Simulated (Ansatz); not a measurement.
```yaml
atoms:
  - { symbol: Sn, position_ang: [-1.0336, -0.5058, -0.3093] }
  - { symbol: Br, position_ang: [3.0881, 0.0509, 0.0345] }
  - { symbol: H, position_ang: [-0.4711, -0.8152, -1.8749] }
  - { symbol: H, position_ang: [-0.8093, -1.7855, 0.7890] }
  - { symbol: H, position_ang: [-2.6119, 0.1317, -0.2476] }
  - { symbol: H, position_ang: [1.7131, 0.5931, 0.1781] }
  - { symbol: O, position_ang: [0.1629, 0.9855, 0.2811] }
  - { symbol: H, position_ang: [-0.0383, 1.3452, 1.1490] }
```

The product side of a reaction path; geometry: PBE0-D4/def2-TZVP; a saddle point, not a minimum; core potentials replace the inner electrons of Sn.

Method: RKS PBE0-D4/def2-TZVPP (Ansatz).

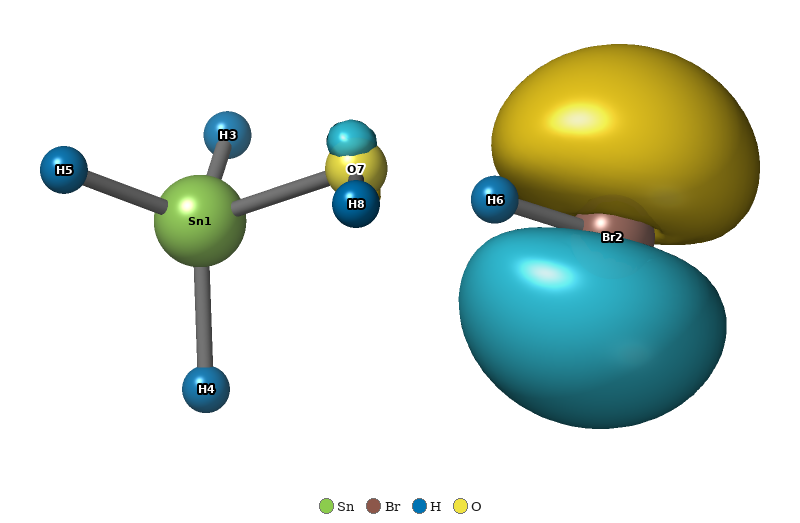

H₄OSn···HBr. One frontier orbital at ±0.1 Å⁻³ᐟ² (yellow and cyan are the two phases), seen from one side.

**Which orbital is it: HOMO or LUMO?**

The HOMO, at −7.67 eV. Its weight (Hirshfeld) is mainly on Br2 (about 95 %); largely a lone pair of Br2.
